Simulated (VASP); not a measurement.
**NaH$_{13}$O$_{7}$: molecular dynamics (part 4 of 5)**

Continued. System: NaH$_{13}$O$_{7}$ (disordered cell, 21 atoms in the cell). Method: Kohn-Sham DFT of a periodic cell, PBE with D3(BJ), VASP PAW PBE potentials, recommended, no spin polarisation (VASP 6.6.1); cutoff 520 eV, 1×1×1 k-mesh, fermi-dirac of 0.05 eV. It belongs to a series of runs on one base structure; here: dynamics from the start.

Geometry of the input (Å; fractional positions):
```
6.6282  0.0000  0.0000
0.0000  6.6282  0.0000
0.0000  0.0000  6.6282
O  0.3429  0.8900  0.3912
O  1.0998  0.2271  0.1436
O  0.5983  0.1498  0.7910
O  0.4805  0.4905  0.3881
O  0.7772  0.9485  0.1707
O  0.8952  0.8235  0.8015
O  0.7692  0.4713  0.6504
H  0.2262  0.8841  0.4816
H  0.3905  0.7462  0.3890
H  1.0372  0.3205  0.0496
H  0.9950  0.1231  0.1651
H  0.6707  0.2803  0.7387
H  0.5216  0.1032  0.6737
H  0.5996  0.4880  0.4922
H  0.3695  0.4302  0.4643
H  0.8215  0.8796  0.0415
H  0.7861  0.8444  0.2740
H  0.8416  0.6906  0.7448
H  0.7993  0.9285  0.7581
H  0.8836  0.4218  0.5730
Na 0.4522  0.1256  0.1352
```

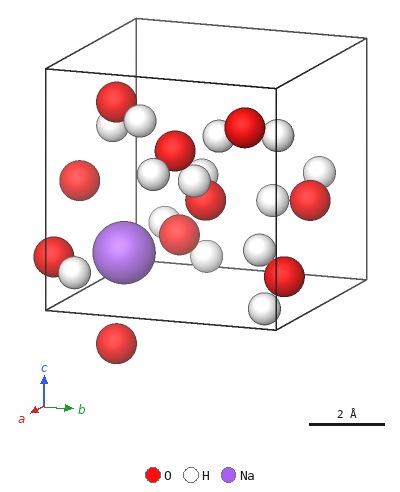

**Figure 1.** The structure as given in the input (spheres-only view of the cell of the calculation, seen slightly off an axis; bonded neighbours outside the cell are drawn too).

### Parts of OUTCAR, continued
```
------------------------ aborting loop because EDIFF is reached ----------------------------------------

 Edisp (eV)   -0.65687

 E8    (eV) :    -0.1620

  FORCE on cell =-STRESS in cart. coord.  units (eV):
  Direction    XX          YY          ZZ          XY          YZ          ZX
  --------------------------------------------------------------------------------------
  -------------------------------------------------------------------------------------
  Total      -3.37374    -3.19576    -2.04280    -0.81589    -0.55376    -1.14283
  in kB     -18.56224   -17.58303   -11.23947    -4.48901    -3.04679    -6.28784
  external pressure =      -15.79 kB  Pullay stress =        0.00 kB

 VOLUME and BASIS-vectors are now :
 -----------------------------------------------------------------------------
  energy-cutoff  :      520.00
  volume of cell :      291.20
      direct lattice vectors                 reciprocal lattice vectors
     6.628223000  0.000000000  0.000000000     0.150869999  0.000000000  0.000000000
     0.000000000  6.628223000  0.000000000     0.000000000  0.150869999  0.000000000
     0.000000000  0.000000000  6.628223000     0.000000000  0.000000000  0.150869999

 POSITION                                       TOTAL-FORCE (eV/Angst)
 -----------------------------------------------------------------------------------
      2.32283      5.87800      2.67310         0.833762      0.718855     -0.318891
      0.64395      1.60889      0.87090        -0.014824     -1.133879      0.961998
      3.89590      1.11821      5.16018        -0.026013     -0.377436     -0.505922
      3.13031      3.25934      2.48770         0.870180     -0.799819      0.609453
      5.14005      6.24018      1.06184         0.390746     -0.435807      0.051509
      5.89544      5.44253      5.40530        -0.739987      0.022433     -0.763489
      5.00220      3.18300      4.22709        -0.673609      0.192816     -0.017101
      1.43418      5.95884      3.01573        -0.623153     -0.228886      0.374444
      2.62856      4.93886      2.75878        -0.189861     -0.381180     -0.134925
      0.25786      2.32551      0.36576        -0.382382      0.428600     -0.334837
      6.51875      1.00250      1.15737         0.544818      0.471096     -0.606185
      4.39675      1.95800      4.73064        -0.230544     -0.077829      0.532809
      3.43988      0.68620      4.40314         0.021201      0.074034      0.373191
      3.99434      3.03912      3.16466        -0.996737      0.845830     -0.477477
      2.37257      2.69047      2.74543         0.343980      0.334062      0.000117
      5.51043      5.70862      0.24489        -0.299531      0.715456      0.095175
      5.08938      5.55740      1.75108        -0.110821      0.055642      0.267612
      5.46075      4.62528      4.97435         0.263257     -0.179576      0.185702
      5.28541      6.16325      5.08145         0.407971     -0.010732      0.369116
      5.89818      2.90725      4.03915         0.762022     -0.304304     -0.419533
      3.10679      0.80116      0.89043        -0.147893      0.072846     -0.242217
 -----------------------------------------------------------------------------------
    total drift:                                0.002581      0.002222      0.000549

  FREE ENERGIE OF THE ION-ELECTRON SYSTEM (eV)
  ---------------------------------------------------
  free  energy   TOTEN  =      -101.8539229575 eV

  energy  without entropy=     -101.8539229574  energy(sigma->0) =     -101.85392296

  ENERGY OF THE ELECTRON-ION-THERMOSTAT SYSTEM (eV)
  ---------------------------------------------------
% ion-electron   TOTEN  =      -101.853923  see above
  kinetic energy EKIN   =         0.635866
  kin. lattice  EKIN_LAT=         0.000000  (temperature  234.25 K)
  nose potential ES     =         0.000000
  nose kinetic   EPS    =         0.000000
  ---------------------------------------------------
  total energy   ETOTAL =      -101.218057 eV

--------------------------------------- Ionic step       39  -------------------------------------------

 number of electron      61.9999993 magnetization

------------------------ aborting loop because EDIFF is reached ----------------------------------------

 Edisp (eV)   -0.65668

 E8    (eV) :    -0.1619

  FORCE on cell =-STRESS in cart. coord.  units (eV):
  Direction    XX          YY          ZZ          XY          YZ          ZX
  --------------------------------------------------------------------------------------
  -------------------------------------------------------------------------------------
  Total      -2.90573    -2.24469    -1.75635    -0.67929    -1.20473    -1.26183
  in kB     -15.98727   -12.35023    -9.66342    -3.73743    -6.62838    -6.94256
  external pressure =      -12.67 kB  Pullay stress =        0.00 kB

 VOLUME and BASIS-vectors are now :
 -----------------------------------------------------------------------------
  energy-cutoff  :      520.00
  volume of cell :      291.20
      direct lattice vectors                 reciprocal lattice vectors
     6.628223000  0.000000000  0.000000000     0.150869999  0.000000000  0.000000000
     0.000000000  6.628223000  0.000000000     0.000000000  0.150869999  0.000000000
     0.000000000  0.000000000  6.628223000     0.000000000  0.000000000  0.150869999

 POSITION                                       TOTAL-FORCE (eV/Angst)
 -----------------------------------------------------------------------------------
      2.32314      5.87743      2.67458         1.063982      0.875574     -0.443046
      0.64311      1.61238      0.86907         0.387107     -1.056409      0.949295
      3.89400      1.12125      5.15936        -0.032863     -0.399364     -0.418440
      3.12799      3.25868      2.48479         1.033735     -0.762543      0.645954
      5.14025      6.24032      1.06119         0.444918     -0.359809     -0.388349
      5.89433      5.44386      5.40726        -0.630298     -0.274796     -0.700453
      4.99749      3.18619      4.22661        -0.338324      0.119377     -0.101313
      1.44030      5.95554      3.01512        -0.966901     -0.164329      0.488048
      2.62068      4.94120      2.75379        -0.073915     -0.594476     -0.123863
      0.25690      2.32780      0.37334        -0.453152      0.706289     -0.514045
      6.52233      1.01868      1.14649         0.221491      0.116534     -0.414019
      4.38950      1.95711      4.72764        -0.196180     -0.049522      0.530083
      3.43924      0.68316      4.40744        -0.014156      0.044149      0.304474
      3.99696      3.03904      3.17107        -1.027813      0.885816     -0.538839
      2.37537      2.68815      2.74308         0.230102      0.262205      0.025172
      5.50081      5.70276      0.23039        -0.322782      0.867561      0.267788
      5.08574      5.55231      1.73533        -0.137238     -0.164871      0.541379
      5.45546      4.62565      4.97613         0.311178     -0.158502      0.204385
      5.28894      6.15744      5.08266         0.240699      0.237963      0.262132
      5.89961      2.90963      4.03429         0.415107     -0.202880     -0.351005
      3.11058      0.80055      0.89030        -0.148272      0.077340     -0.229721
 -----------------------------------------------------------------------------------
    total drift:                                0.006424      0.005308     -0.004383

  FREE ENERGIE OF THE ION-ELECTRON SYSTEM (eV)
  ---------------------------------------------------
  free  energy   TOTEN  =      -101.8383570073 eV

  energy  without entropy=     -101.8383570072  energy(sigma->0) =     -101.83835701

  ENERGY OF THE ELECTRON-ION-THERMOSTAT SYSTEM (eV)
  ---------------------------------------------------
% ion-electron   TOTEN  =      -101.838357  see above
  kinetic energy EKIN   =         0.638794
  kin. lattice  EKIN_LAT=         0.000000  (temperature  235.33 K)
  nose potential ES     =         0.000000
  nose kinetic   EPS    =         0.000000
  ---------------------------------------------------
  total energy   ETOTAL =      -101.199563 eV

--------------------------------------- Ionic step       40  -------------------------------------------

 number of electron      61.9999991 magnetization

 Free energy of the ion-electron system (eV)
  ---------------------------------------------------
  ext. energy  EPLUGINS =         0.00000000
  ---------------------------------------------------
  free energy    TOTEN  =      -101.16014986 eV

  energy without entropy =     -101.16014986  energy(sigma->0) =     -101.16014986

 E-fermi :  -2.5422     XC(G=0):  -5.8509     alpha+bet : -3.6318

 val. band max:       -3.7437526166   @ k =   0.0000   0.0000   0.0000
 cond. band min:       0.0809166655   @ k =   0.0000   0.0000   0.0000
 fundamental gap:      3.8246692821
 Fermi energy:        -2.5421894686

 k-point     1 :       0.0000    0.0000    0.0000
  band No.  band energies     occupation
      1     -24.9839      2.00000
      2     -24.9224      2.00000
      3     -24.9179      2.00000
      4     -22.9645      2.00000
      5     -22.8110      2.00000
      6     -22.6702      2.00000
      7     -22.0524      2.00000
      8     -21.8138      2.00000
      9     -21.4907      2.00000
     10     -20.4816      2.00000
     11     -10.9361      2.00000
     12     -10.7747      2.00000
     13     -10.3512      2.00000
     14      -9.9391      2.00000
     15      -9.5958      2.00000
     16      -9.5196      2.00000
     17      -7.7582      2.00000
     18      -7.7209      2.00000
     19      -7.1928      2.00000
     20      -7.1424      2.00000
     21      -6.7104      2.00000
     22      -6.3911      2.00000
     23      -5.9063      2.00000
     24      -5.0581      2.00000
     25      -4.9284      2.00000
     26      -4.8726      2.00000
     27      -4.5644      2.00000
     28      -4.3499      2.00000
     29      -4.3189      2.00000
     30      -3.8831      2.00000
     31      -3.7438      2.00000
     32       0.0809      0.00000
     33       3.1272      0.00000
     34       3.2828      0.00000
     35       3.6173      0.00000
     36       3.7161      0.00000
     37       4.1623      0.00000
     38       4.3911      0.00000
     39       5.3836      0.00000
     40       5.5510      0.00000
     41       5.8595      0.00000
     42       6.0271      0.00000

------------------------ aborting loop because EDIFF is reached ----------------------------------------

 Edisp (eV)   -0.65648

 E8    (eV) :    -0.1619

  FORCE on cell =-STRESS in cart. coord.  units (eV):
  Direction    XX          YY          ZZ          XY          YZ          ZX
  --------------------------------------------------------------------------------------
  -------------------------------------------------------------------------------------
  Total      -2.51393    -1.42679    -1.57378    -0.37384    -1.72739    -1.37738
  in kB     -13.83159    -7.85017    -8.65892    -2.05687    -9.50409    -7.57834
  external pressure =      -10.11 kB  Pullay stress =        0.00 kB

 VOLUME and BASIS-vectors are now :
 -----------------------------------------------------------------------------
  energy-cutoff  :      520.00
  volume of cell :      291.20
      direct lattice vectors                 reciprocal lattice vectors
     6.628223000  0.000000000  0.000000000     0.150869999  0.000000000  0.000000000
     0.000000000  6.628223000  0.000000000     0.000000000  0.150869999  0.000000000
     0.000000000  0.000000000  6.628223000     0.000000000  0.000000000  0.150869999

 POSITION                                       TOTAL-FORCE (eV/Angst)
 -----------------------------------------------------------------------------------
      2.32350      5.87689      2.67592         1.198543      1.025673     -0.527052
      0.64173      1.61559      0.86691         0.831390     -0.751593      0.799924
      3.89221      1.12404      5.15882        -0.034812     -0.408486     -0.337526
      3.12581      3.25767      2.48172         1.199744     -0.674845      0.641235
      5.14035      6.23997      1.06093         0.478541     -0.314110     -0.719854
      5.89319      5.44554      5.40899        -0.523176     -0.545022     -0.641499
      4.99301      3.18951      4.22598         0.077066      0.034368     -0.196720
      1.44513      5.95300      3.01689        -1.204582     -0.112679      0.564695
      2.61215      4.94259      2.74741         0.032780     -0.789699     -0.114024
      0.25548      2.33326      0.37842        -0.449363      0.826978     -0.579709
      6.52725      1.03510      1.13474        -0.217704     -0.307908     -0.192236
      4.38093      1.95683      4.72421        -0.149778     -0.020316      0.534231
      3.43861      0.68197      4.41118        -0.057985      0.000285      0.234327
      3.99826      3.04245      3.17555        -1.041213      0.894940     -0.579680
      2.37897      2.68598      2.74006         0.087446      0.162538      0.068131
      5.49295      5.69969      0.21612        -0.338080      0.976476      0.424459
      5.08148      5.54570      1.72188        -0.155362     -0.319268      0.717068
      5.45311      4.62470      4.97690         0.341851     -0.114704      0.226185
      5.29268      6.15362      5.08318         0.084528      0.446300      0.159767
      5.90331      2.91218      4.02841        -0.013342     -0.081443     -0.260586
      3.11383      0.79982      0.89021        -0.141840      0.083318     -0.221646
 -----------------------------------------------------------------------------------
    total drift:                                0.004650      0.010804     -0.000511

  FREE ENERGIE OF THE ION-ELECTRON SYSTEM (eV)
  ---------------------------------------------------
  free  energy   TOTEN  =      -101.8166345558 eV

  energy  without entropy=     -101.8166345557  energy(sigma->0) =     -101.81663456

  ENERGY OF THE ELECTRON-ION-THERMOSTAT SYSTEM (eV)
  ---------------------------------------------------
% ion-electron   TOTEN  =      -101.816635  see above
  kinetic energy EKIN   =         0.614902
  kin. lattice  EKIN_LAT=         0.000000  (temperature  226.53 K)
  nose potential ES     =         0.000000
  nose kinetic   EPS    =         0.000000
  ---------------------------------------------------
  total energy   ETOTAL =      -101.201732 eV
```

### CONTCAR
```
NaH13O7
   1.00000000000000
     6.6282230000000002    0.0000000000000000    0.0000000000000000
     0.0000000000000000    6.6282230000000002    0.0000000000000000
     0.0000000000000000    0.0000000000000000    6.6282230000000002
  O               H               Na
     7    13     1
Direct
     0.3505461172713067    0.8866461056579352    0.4037165605082230
     0.0968179277865499    0.2437448018556914    0.1307911275951713
     0.5872181986639775    0.1695837510685991    0.7783109269262080
     0.4715908531918833    0.4914852334927203    0.3744173792889457
     0.7755253335058429    0.9414248366526058    0.1600617625079609
     0.8891052227486553    0.8215692025894168    0.8160537379506049
     0.7532953305488905    0.4812013767932646    0.6375733765701243
     0.2180260930417951    0.8981294394628979    0.4551575004812096
     0.3940944801271185    0.7456889188131233    0.4145014839291724
     0.0385439039283441    0.3520186551149010    0.0570922269342340
     0.9847661679428371    0.1561659947519681    0.1711976702977805
     0.6609516530249043    0.2952274708608820    0.7127418371662572
     0.5187833343431689    0.1028888254646213    0.6655150067248807
     0.6032180260558000    0.4590140792839911    0.4790958096213816
     0.3589159184961068    0.4052331054749322    0.4133921144818645
     0.8287210693371309    0.8599128099938619    0.0326059495358623
     0.7666435851397131    0.8366799473659075    0.2597806396443177
     0.8227114455549459    0.6977278191894242    0.7508649006472801
     0.7985070287069086    0.9283963275727152    0.7668988798948747
     0.8906326198384722    0.4393608577916011    0.6077662589995481
     0.4697838261649545    0.1206694111100250    0.1343063315229321

  0.16174869E-02 -0.15813437E-02  0.24428044E-02
 -0.20191363E-02  0.64378774E-02 -0.40063596E-02
 -0.37408829E-02  0.55403596E-02 -0.11114851E-02
 -0.46316726E-02 -0.20658516E-02 -0.62922162E-02
 -0.77524215E-03 -0.34304786E-03 -0.98989622E-03
 -0.22149111E-02  0.29349525E-02  0.29006367E-02
 -0.88793893E-02  0.68558504E-02 -0.14361153E-02
  0.35787491E-02 -0.72675516E-02  0.75186800E-02
 -0.14207752E-01 -0.85914465E-03 -0.18589275E-01
 -0.88547628E-03  0.14269599E-01  0.75043306E-02
  0.89098853E-02  0.32120096E-01 -0.23179087E-01
 -0.19089594E-01 -0.15135112E-02 -0.55787043E-03
 -0.20884097E-02 -0.31983778E-02  0.10449262E-01
 -0.49947899E-03  0.13263742E-01  0.81548323E-02
  0.87756244E-02 -0.28852282E-02 -0.38000664E-02
 -0.18919916E-01 -0.35345320E-02 -0.25309222E-01
 -0.97069413E-02 -0.16974144E-01 -0.22123054E-01
 -0.66706130E-03 -0.25011661E-02  0.35874770E-03
  0.73222226E-02 -0.25591433E-02  0.11064182E-02
  0.60322450E-02  0.57508874E-02 -0.16371797E-01
  0.58435360E-02 -0.16189621E-02 -0.71553051E-04
```
